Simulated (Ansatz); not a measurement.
## Electronic structure of C2H5BSi (SMILES BC=[Si]=C) in real space

Input

```
crystal:
  periodic: [false, false, false]
  atoms:
    - { symbol: B, position_ang: [-0.26294, 1.81712, -1.01678] }
    - { symbol: C, position_ang: [0.35441, 0.44715, -1.02532] }
    - { symbol: Si, position_ang: [0.18348, -0.73782, 0.29323] }
    - { symbol: C, position_ang: [-0.11296, -1.91781, 1.55848] }
    - { symbol: H, position_ang: [-0.11793, 2.53259, -1.93782] }
    - { symbol: H, position_ang: [-0.89004, 2.18816, -0.08801] }
    - { symbol: H, position_ang: [0.92127, 0.10245, -1.88933] }
    - { symbol: H, position_ang: [-0.56044, -1.61466, 2.49418] }
    - { symbol: H, position_ang: [0.48514, -2.81719, 1.61137] }
basis:
  gaussian: { orbitals: def2-SVP }
hamiltonian:
  xc: b3lyp
  dispersion: d4
relax:
  f_tol: 0.015
  max_steps: 40
output:
  orbitals: {}
```

Launched as:

```sh
ansatz run input.yaml --threads 1 --pin off --max-ram 2048MiB --backend cpu --events-out ev --progress --plain --runs-dir out
```

The fields are those of the relaxed geometry.

Method: Ansatz 0.2.0, RKS B3LYP-D4/def2-SVP.

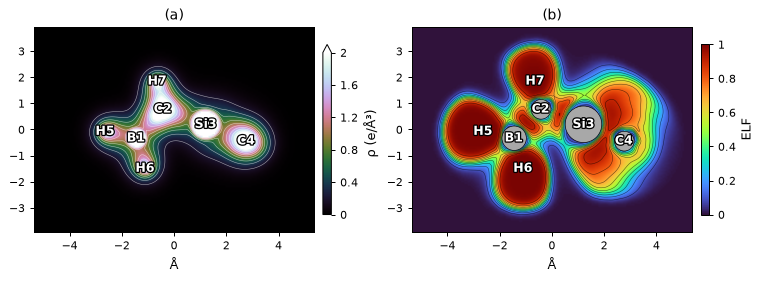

Figure 1. (a) electron density; (b) ELF on the plane of atoms H5, B1 and H6. Grey discs cover the atomic cores in the ELF map.

> Read the bonding off the picture.

The plane passes through B, C, Si and H nuclei. C–B (1.51 Å): the density is about 1.5 e/Å³ at the midpoint; the ELF peaks at about 0.95 between the atoms, as expected for localised, covalent bonding. C–Si (1.69 Å): ρ is about 1.1 e/Å³ halfway; the ELF peaks at about 0.90 between the atoms (a covalent bond). C–H (1.09 Å): ρ is about 1.9 e/Å³ halfway; the ELF climbs to about 1 towards the hydrogen, as it does in any bond to H; a covalent bond by its length. B–H (1.21 Å): the density is about 1.2 e/Å³ at the midpoint; the ELF climbs to about 1 towards the hydrogen; a covalent bond by its length.

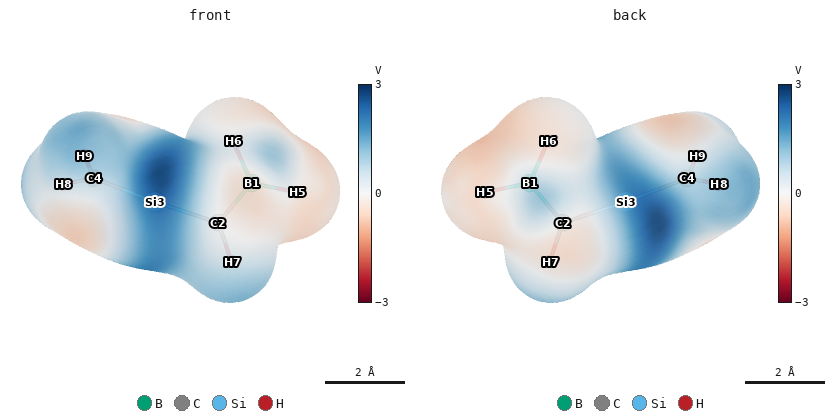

Figure 2. The molecular electrostatic potential painted on the density surface at 0.004 e/bohr³, seen from the front and from behind; the colour scale runs from red (negative) to blue (positive).

> Which sites attract a positive test charge, and which a negative one?

A positive charge is drawn to the negative regions and a negative charge to the positive ones. The most negative region (about −0.8 V, or −18 kcal/mol for a unit charge) lies over C4, the most positive (about +2.8 V, or +65 kcal/mol for a unit charge) over Si3.

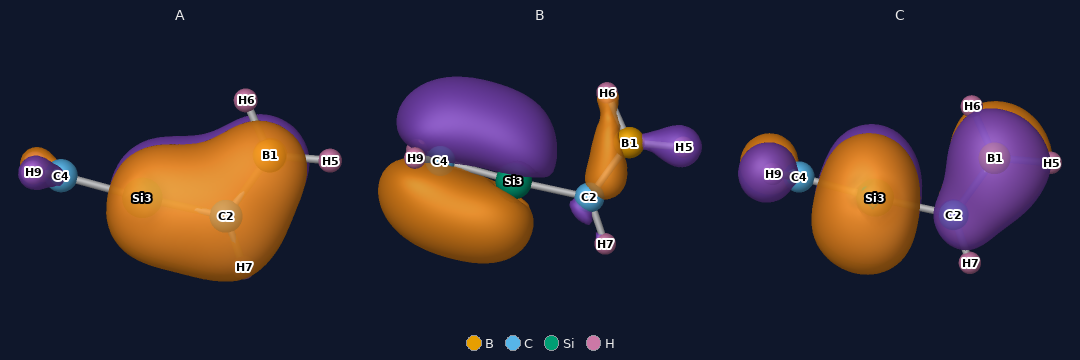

Figure 3. Three frontier orbitals at ±0.08 Å⁻³ᐟ² (orange and purple are the two phases), in no order.

> Which picture is the HOMO−1, the HOMO and the LUMO?

A is the HOMO−1 (−7.36 eV). Its weight (Hirshfeld) is mainly on C2 (about 50 %), Si3 (about 30 %) and B1 (about 15 %); π-bonding across C2–Si3. B is the HOMO (−6.73 eV). By Hirshfeld shares it lies mainly on C4 (about 50 %) and Si3 (about 35 %); π-bonding across C4–Si3. C is the LUMO (−2.02 eV). It lies mainly on Si3 (about 50 %), B1 (about 25 %), C2 (about 10 %) and C4 (about 5 %).

> What is the HOMO–LUMO gap?

4.71 eV between the orbital energies.
